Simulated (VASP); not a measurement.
Data:

```xyz
2
Lattice="0.0000 2.2854 2.2854 2.2854 0.0000 2.2854 2.2854 2.2854 0.0000" Properties=species:S:1:pos:R:3 pbc="T T T"
Mn     0.0000     0.0000     0.0000
B      1.1427     1.1427     1.1427
```
Starting moments (μB, in the order of the record's atoms Mn B): -2.4 0.4.

Method: r2SCAN meta-GGA, VASP's PBE PAW potentials (set 64) (plane waves; VASP). Settings: 520 eV cut-off, 11×11×11 Γ-centred mesh, tetrahedra with Blöchl corrections, potentials Mn_pv B.

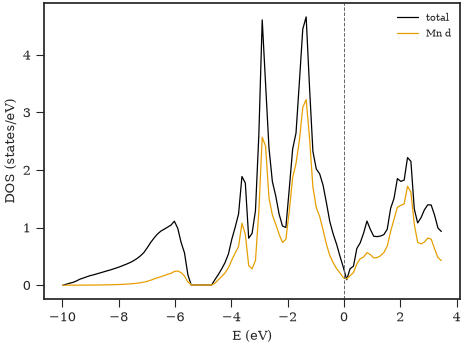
Total and projected density of states, zero at the Fermi level

Within 2 eV below the Fermi level the largest weight inside VASP's projection spheres is Mn d, then B p.

It has no gap at this level: it comes out as a metal or semimetal.

The structure was generated: MnB was put into the zinc blende type (F-43m), which need not be its known phase. It was relaxed first, which changed the volume by -30 %.
